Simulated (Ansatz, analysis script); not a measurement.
# Magnetovolume effects in FePt (Tetraferroplatinum), part 2 of 2

How do the moments of FePt (Tetraferroplatinum) answer to compression and expansion?

Ansatz 0.2.0; PBE, PAW set soft_1.

So far, largest spin moment in the atom's sphere (μB): step 2 (the collinear state) 2.96; step 4 (factor 0.82, typed moments) 2.47; step 5 (factor 0.82, starting moments cut to 30 %) 2.47.

### Step 6. Factor 0.94, starting moments cut to 30 %

Level of this step: Ansatz DFT, collinear, cell scaled evenly; PBE, PAW set soft_1; PAW set soft_1 (Ansatz).

A self-consistent run from these starting moments shows which magnetic state they lead to.

Contents of input.yaml:

```yaml
crystal:
  lattice:
    - [2.66790277, 0.0, 0.0]
    - [0.0, 2.66790277, 0.0]
    - [0.0, 0.0, 3.64406032]
  atoms:
    - { symbol: Fe, position: [0.0, 0.0, 0.0], spin: 0.84 }
    - { symbol: Pt, position: [0.5, 0.5, 0.5] }
magnetization:
  spin_polarized: true
kpoints:
  mp_grid: { grid: [15, 15, 11] }
hamiltonian:
  xc: pbe
  pseudopotentials: { kind: paw, azcp: { folder: soft_1 } }
scf:
  occupations: { method: fermi_dirac, width: 0.05 }
  max_iter: 120
  convergence: { dr2_threshold: 1.0e-08 }
  lower_state_search: "off"
basis:
  ecutwfc: 420.0
output:
  stress: true
```

Launch:

```console
> ansatz run input.yaml --threads 1 --pin off --max-ram 2560MiB --backend cpu --events-out ev --progress --plain --runs-dir out
```

Numbers of over 12 decimals in the logs are rounded to 6 here.

Output:

```text
[...]
Crystal: 2 atoms, lattice volume = 25.937 Å³
Basis set: ecut = 420 eV, 505 PW (Γ)
Bands: 22, of which v1, the nominal top of the filled ones, is band 17 counted from 1 (16 counted from 0)
Symmetry: 16 space group operations
[...]
k-points: 216 of 2475
[...]
Internal energy: -17005.535305 eV  (E = F + TS)
E sigma→0 (E₀):  -17005.539876 eV
Entropy (-TS):   -0.009141 eV (-4.570 meV/atom)
Fermi energy:    22.146290 eV
[...]
--- Stress (GPa, compression-positive) ---
       18.741495       0.000000       0.000000
        0.000000      18.741495       0.000000
        0.000000       0.000000      20.244854
  P = ⅓ Tr σ = 19.2426 GPa (192.426 kbar)
[key lines of the parts left out:]
SCF converged after 22 iterations
Magnetization: 3.1834 μB (18.5917 up, 15.4083 down)
Free energy (F): -17005.544446 eV
```

Run time: 26 s. Hardware: 1 thread of Arm Neoverse V2, shared host; peak memory 0.42 GiB.

It ends ferromagnetic, with 2.84 μB on the largest site.

Between step 5 and this run (scale 0.94) the value for the largest spin moment in the atom's sphere moves from 2.47 μB to 2.84 μB (+15 %).

### Step 7. Factor 1, no spin

input.yaml, the sections that differ from step 6:

```yaml
crystal:
  lattice:
    - [2.7235, 0.0, 0.0]
    - [0.0, 2.7235, 0.0]
    - [0.0, 0.0, 3.72]
  atoms:
    - { symbol: Fe, position: [0.0, 0.0, 0.0] }
    - { symbol: Pt, position: [0.5, 0.5, 0.5] }
scf:
  occupations: { method: fermi_dirac, width: 0.05 }
  max_iter: 120
  convergence: { dr2_threshold: 1.0e-08 }
# kpoints, hamiltonian, basis, output: as in step 6
# magnetization: removed
```

Output:

```text
[...]
Crystal: 2 atoms, lattice volume = 27.593 Å³
Basis set: ecut = 420 eV, 545 PW (Γ)
Bands: 21, of which v1, the nominal top of the filled ones, is band 17 counted from 1 (16 counted from 0)
Symmetry: 16 space group operations
[...]
k-points: 216 of 2475
[...]
SCF converged after 10 iterations
Free energy (F): -17004.923750 eV
[...]
Internal energy: -17004.888247 eV  (E = F + TS)
E sigma→0 (E₀):  -17004.905999 eV
Entropy (-TS):   -0.035502 eV (-17.751 meV/atom)
Fermi energy:    20.371442 eV
[...]
--- Stress (GPa, compression-positive) ---
      -14.169100       0.000000       0.000000
        0.000000     -14.169100       0.000000
        0.000000       0.000000     -10.763492
  P = ⅓ Tr σ = -13.0339 GPa (-130.339 kbar)
```

It took 7.1 s on 1 thread; peak memory 0.37 GiB.

This is the reference without moments at this size.

### Step 8. Factor 1.06, no spin

Changes to input.yaml since step 7:

```diff
@@ -2,5 +2,5 @@
   lattice:
-    - [2.7235, 0.0, 0.0]
-    - [0.0, 2.7235, 0.0]
-    - [0.0, 0.0, 3.72]
+    - [2.77691552, 0.0, 0.0]
+    - [0.0, 2.77691552, 0.0]
+    - [0.0, 0.0, 3.7929597]
   atoms:
```

Output:

```text
[...]
Crystal: 2 atoms, lattice volume = 29.248 Å³
Basis set: ecut = 420 eV, 569 PW (Γ)
Bands: 21, of which v1, the nominal top of the filled ones, is band 17 counted from 1 (16 counted from 0)
Symmetry: 16 space group operations
[...]
k-points: 216 of 2475
[...]
SCF converged after 10 iterations
Free energy (F): -17004.736597 eV
[...]
Internal energy: -17004.696430 eV  (E = F + TS)
E sigma→0 (E₀):  -17004.716514 eV
Entropy (-TS):   -0.040166 eV (-20.083 meV/atom)
Fermi energy:    18.883373 eV
[...]
--- Stress (GPa, compression-positive) ---
      -23.659168      -0.000000       0.000000
       -0.000000     -23.659168      -0.000000
        0.000000      -0.000000     -20.336478
  P = ⅓ Tr σ = -22.5516 GPa (-225.516 kbar)
```

Run time: 7.5 s. Hardware: 1 thread; peak memory 0.38 GiB.

This is the reference without moments at this size.

### Step 9. Factor 1.2, no spin

Changes to input.yaml since step 8:

```diff
@@ -2,5 +2,5 @@
   lattice:
-    - [2.77691552, 0.0, 0.0]
-    - [0.0, 2.77691552, 0.0]
-    - [0.0, 0.0, 3.7929597]
+    - [2.89415061, 0.0, 0.0]
+    - [0.0, 2.89415061, 0.0]
+    - [0.0, 0.0, 3.95308988]
   atoms:
```

Output:

```text
[...]
Crystal: 2 atoms, lattice volume = 33.112 Å³
Basis set: ecut = 420 eV, 641 PW (Γ)
Bands: 21, of which v1, the nominal top of the filled ones, is band 17 counted from 1 (16 counted from 0)
Symmetry: 16 space group operations
[...]
k-points: 216 of 2475
[...]
SCF converged after 13 iterations
Free energy (F): -17004.033633 eV
[...]
Internal energy: -17003.981762 eV  (E = F + TS)
E sigma→0 (E₀):  -17004.007698 eV
Entropy (-TS):   -0.051871 eV (-25.936 meV/atom)
Fermi energy:    15.994781 eV
[...]
--- Stress (GPa, compression-positive) ---
      -34.687110      -0.000000       0.000000
       -0.000000     -34.687110      -0.000000
        0.000000      -0.000000     -32.011180
  P = ⅓ Tr σ = -33.7951 GPa (-337.951 kbar)
```

Elapsed: 9.2 s, on 1 thread; peak memory 0.39 GiB.

This is the reference without moments at this size.

21 more runs differ from these in the same keys alone and are tabled below.

### Step 10. Side runs that gave no result

| changed | outcome |
| --- | --- |
| magnetization | cut off at the time limit |

### Step 11. Analysis

```
factor  E typed (meV/atom)  E small  E no spin  largest moment, typed (μB)  small   state, typed   state, small
  0.82               501.5    501.5      576.0                        2.47   2.47  ferromagnetic  ferromagnetic
  0.88               210.8    210.8      389.5                        2.70   2.70  ferromagnetic  ferromagnetic
  0.94                56.5     56.5      333.6                        2.84   2.84  ferromagnetic  ferromagnetic
  0.97                18.3     18.3      341.1                        2.90   2.90  ferromagnetic  ferromagnetic
     1                 0.7      0.7      366.8                        2.95   2.95  ferromagnetic  ferromagnetic
  1.03                 0.0      0.0      407.5                        3.01   3.01  ferromagnetic  ferromagnetic
  1.06                13.3     13.3      460.4                        3.07   3.07  ferromagnetic  ferromagnetic
  1.12                73.3     73.3      594.3                        3.16   3.16  ferromagnetic  ferromagnetic
   1.2               204.5    204.5      811.9                        3.24   3.24  ferromagnetic  ferromagnetic
```

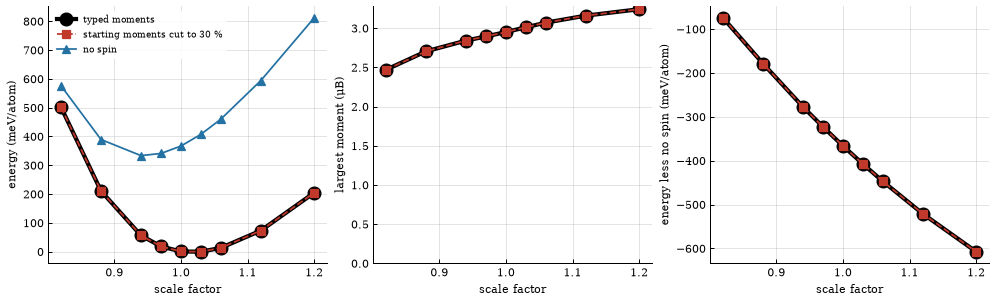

Energy, largest moment and gain by magnetism against the scale factor.

### Step 12. Results

* lowest run: factor 1.03, typed moments
* largest moment, typed start: 2.47 μB at 0.82 to 3.24 μB at 1.2
* gain by magnetism: 74.5 to 607.4 meV/atom

In words: From a factor of 0.82 to 1.2 the largest moment goes from 2.5 to 3.24 μB. The moment grows with the cell, as narrower bands favour. Site moments are taken in spheres that grow with the cell. Both magnetic starts, which share one pattern of signs, end on one state at every size; other orders were not tried. Without spin the lowest energy lies at 0.94, under the magnetic state's 1.03: moments expand the cell. The cell's shape and the atoms were not relaxed. The 27 scaled-cell runs took 8.5 min of wall time, added up.

[Logs and program files are shortened in this print: banners, set-up blocks, solver, clock and traceback lines can be left out without a mark of their own.]

[Logs are printed without paths, hosts, clocks, repeated set-up lines and the standing remarks that a program may print on its own settings, such as how far it seeks lower states.]

[Hosts, paths, dates, database ids (printed as entryN), source tags and the programs' standing remarks are cut or masked in the printed files.]

[Where the input sets lower_state_search to off, the program did not look for lower states, so one may exist.]
